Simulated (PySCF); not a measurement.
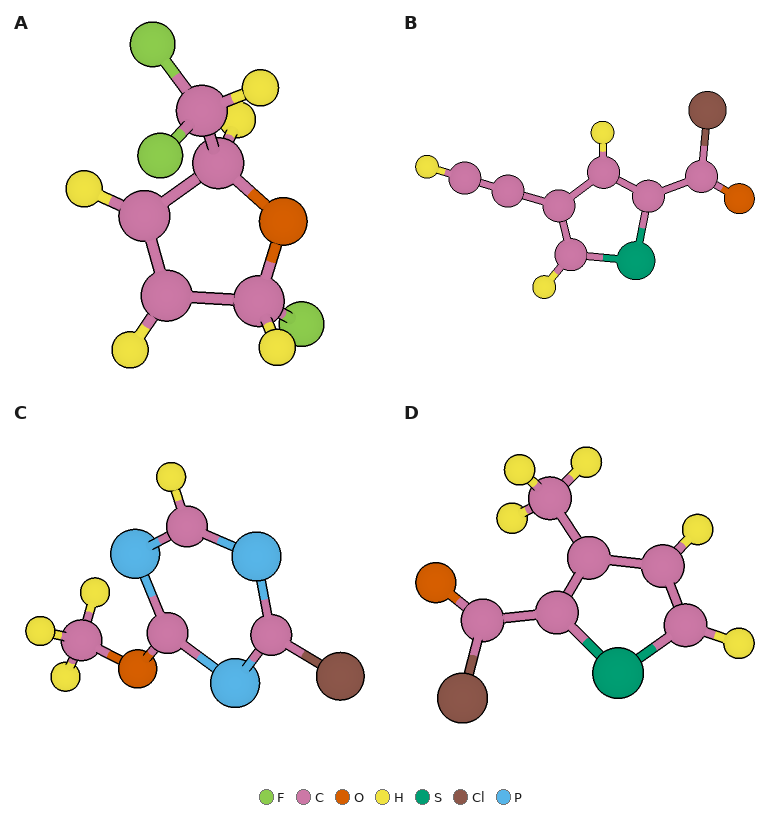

Simulated data, not a measurement (program: PySCF).

**Which panel belongs to which SMILES?**
(1) FC(F)[C@@H]1C=C[C@@H](F)O1
(2) C#Cc1csc(C(=O)Cl)c1
(3) COc1pcpc(Cl)p1
(4) Cc1ccsc1C(=O)Cl

A is (1), B is (2), C is (3), D is (4).
